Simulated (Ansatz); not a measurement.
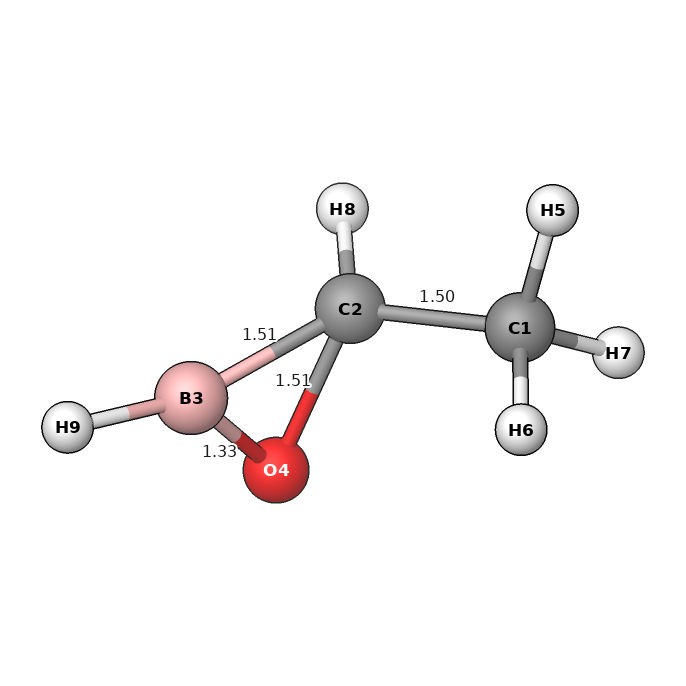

Bond lengths are marked in Å; every bond is drawn as one stick. Computed geometry: PBE0-D4/def2-TZVP optimisation. No frequency run is at hand to confirm it as a minimum.

**Which of the marked bonds are single, double, triple or aromatic?**

C1–C2 single; C2–B3 single; C2–O4 single; B3–O4 single.

**Write the SMILES.**

C[C@@H]1BO1
